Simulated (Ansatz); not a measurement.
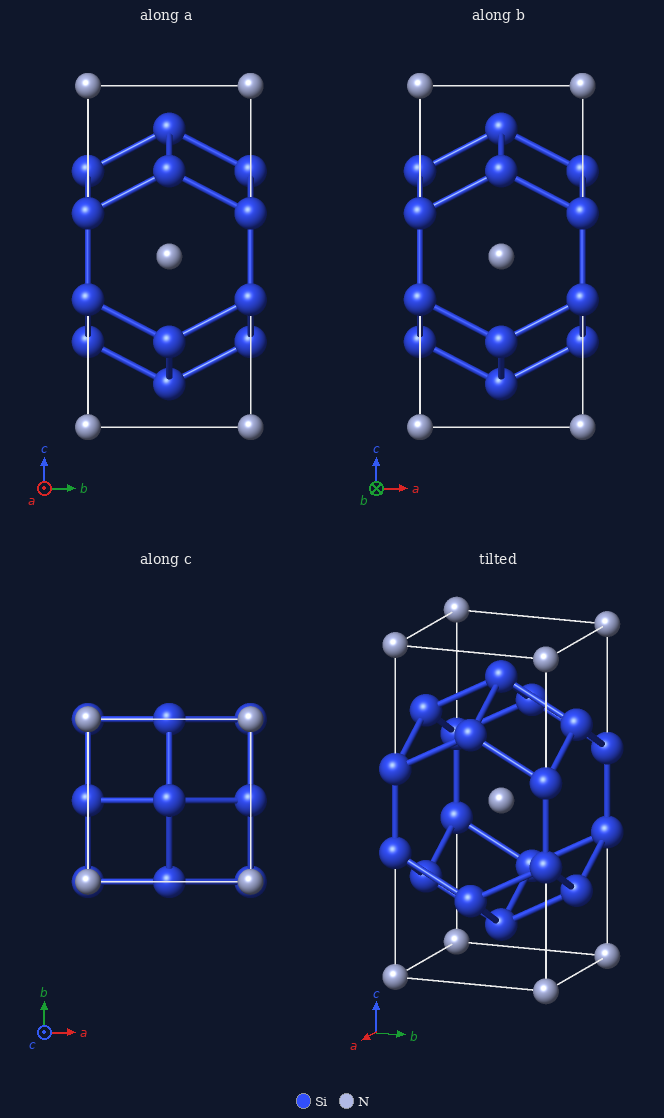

Shown here is a ball-and-stick view of the crystal, taken along the a axis, along the b axis, along the c axis and slightly off an axis. The conventional unit cell is outlined; an atom on or near a face, edge or corner is repeated at each equivalent position.

Lattice parameters: a = 4.3003 Å, b = 4.3003 Å, c = 9.0287 Å, α = 90.000°, β = 90.000°, γ = 90.000°.

Question: Express the structure as a CIF with its space group and independent sites, with free fractional coordinates to two decimals.

Answer:
```cif
data_structure
_symmetry_space_group_name_H-M 'I 4/m m m'
_symmetry_Int_Tables_number 139
_cell_length_a 4.3003
_cell_length_b 4.3003
_cell_length_c 9.0287
_cell_angle_alpha 90.000
_cell_angle_beta 90.000
_cell_angle_gamma 90.000
_cell_volume 166.96
loop_
_atom_site_label
_atom_site_type_symbol
_atom_site_symmetry_multiplicity
_atom_site_Wyckoff_symbol
_atom_site_fract_x
_atom_site_fract_y
_atom_site_fract_z
_atom_site_occupancy
Si1 Si 4 d 0.00 0.50 0.25 1
Si2 Si 4 e 0.00 0.00 0.37 1
N1 N 2 a 0.00 0.00 0.00 1
```

The structure was taken from a structure type filled with these elements by a generator (whether the compound takes this form wasn't checked). The final geometry of a relaxation with Ansatz, DFT PBE, scalar-relativistic, plane waves, PAW is shown.
